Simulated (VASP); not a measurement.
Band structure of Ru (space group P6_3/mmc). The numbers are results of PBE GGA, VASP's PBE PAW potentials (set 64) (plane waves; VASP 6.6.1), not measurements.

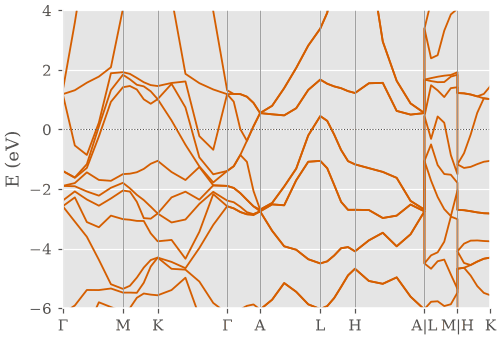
Figure. Bands along high-symmetry lines, zero at the valence-band maximum or, without a gap, the Fermi level

Task: Read the plot: is there a gap, and where are the band edges?

Result: It has no gap at this level: it comes out as a metal or semimetal.

The structure is a typed Ru crystal (P6_3/mmc). The cell was not relaxed at this level.
